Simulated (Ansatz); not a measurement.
**H6N4W (W(NH)2(NH2)2): density, localisation and related maps**

```xyz
11

W     0.1742   -0.0009    0.1231
N     0.0520    0.0183    1.8962
H     0.3855    0.0237    2.8638
N     1.8044   -0.0274   -0.5848
H     2.8278   -0.0393   -0.5941
N    -0.6967    1.6474   -0.5216
H    -0.4419    2.1381   -1.3826
H    -1.4137    2.1635   -0.0054
N    -0.7353   -1.6405   -0.4899
H    -1.4647   -2.1288    0.0358
H    -0.4917   -2.1542   -1.3405
```

Geometry: PBE-D4/def2-SVP; core potentials replace the inner electrons of W.

Level of theory: RKS PBE0-D4/def2-TZVP in Ansatz.

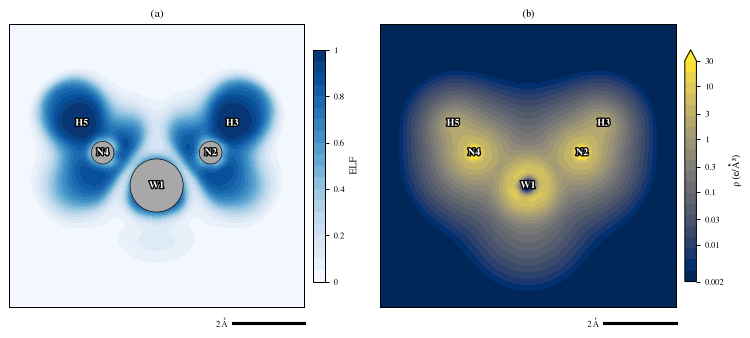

Figure 1. (a) electron localisation function; (b) electron density on the plane of atoms W1, N4 and H5. Grey discs cover the atomic cores in the ELF map.

What do the fields say about this system?

Answer.
- The plane passes through W, N and H nuclei.
- W–N (1.78 Å): the density is about 1.5 e/Å³ at the midpoint; the ELF peaks at about 0.70 in the valence shell of N, 0.6 Å from its nucleus, and drops to about 0.30 between the two atoms.
- N–H (1.02 Å): the density is about 2.8 e/Å³ at the midpoint; the ELF climbs to about 1 towards the hydrogen, as it does in any bond to H: a covalent bond by its length.

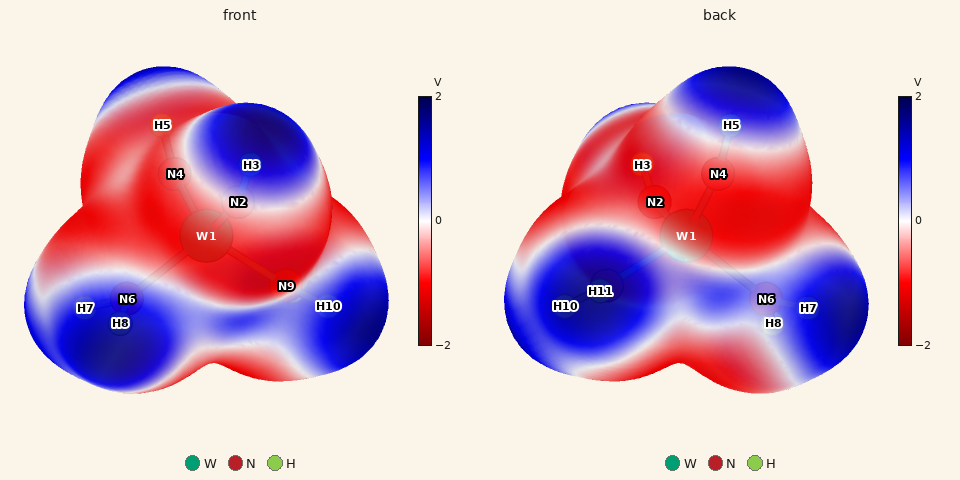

Figure 2. The molecular electrostatic potential painted on the density surface at 0.002 e/bohr³, seen from the front and from behind; red is negative and blue positive.

Where is the surface potential most negative and most positive?

Answer. The most negative region (about −1.1 V) lies over W1, N2 and N4, the most positive (about +1.7 V) over the H atoms.

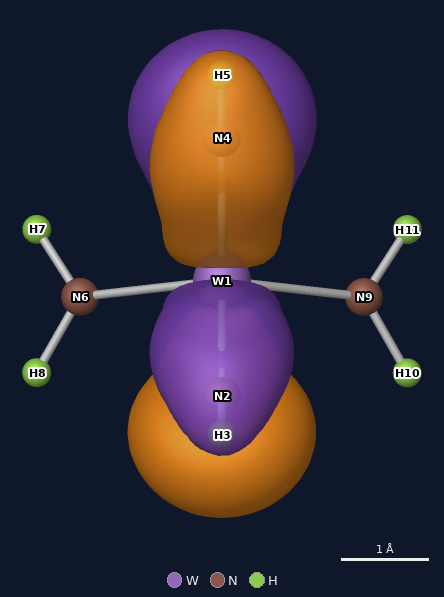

Figure 3. The HOMO−1 at ±0.1 Å⁻³ᐟ² (orange and purple are the two phases), seen from one side.

Where does this orbital lie, and at what energy?

Answer. Its weight (Hirshfeld) is mainly on N2 (about 35 %), N4 (about 35 %) and W1 (about 20 %). Its energy is −7.52 eV.

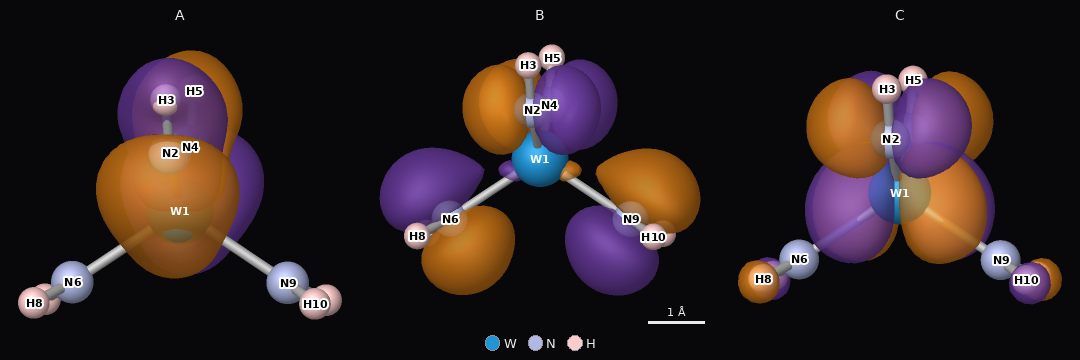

Figure 4. Three frontier orbitals at ±0.1 Å⁻³ᐟ² (orange and purple are the two phases), in no order.

Order the three orbitals by energy and name them.

Answer. A is the HOMO−1 (−7.52 eV). By Hirshfeld shares it lies mainly on N2 (about 35 %), N4 (about 35 %) and W1 (about 20 %). B is the HOMO (−6.63 eV). By Hirshfeld shares it lies mainly on N6 (about 25 %), N9 (about 25 %), N2 (about 15 %) and N4 (about 15 %); largely a combination of lone pairs on N6, N9, N2 and N4. C is the LUMO (−0.34 eV). By Hirshfeld shares it lies mainly on W1 (about 50 %), N2 (about 15 %) and N4 (about 15 %).

What is the HOMO–LUMO gap?

Answer. 6.29 eV between the orbital energies.
